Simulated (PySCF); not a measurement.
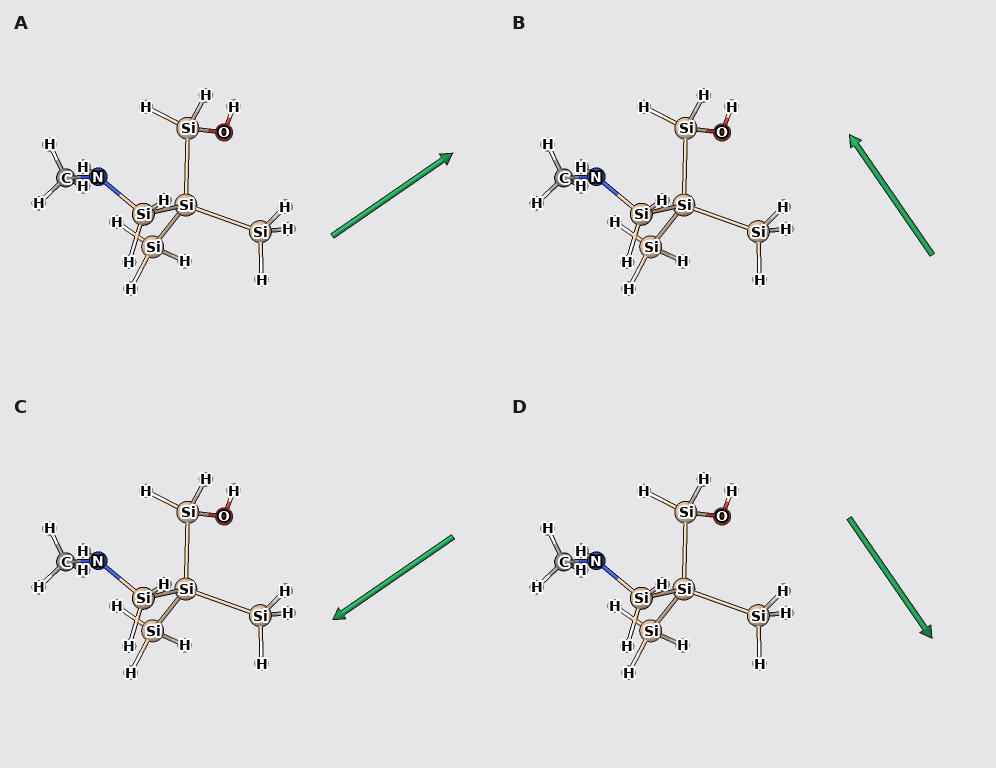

The same molecule four times, each with an arrow. The geometry was computed by an optimisation with GFN2-xTB. No frequency run is at hand to confirm it as a minimum. Properties computed with PBE0/pcSseg-1, gas phase (PySCF 2.14.0).

Which arrow points along the dipole moment, from the negative to the positive end?

B. The dipole moment is 2.08 D.

The geometry is semi-empirical. Around Si such bond lengths and angles can be off by a tenth of an ångström or more and by several degrees, and values that hang on the shape move with them.
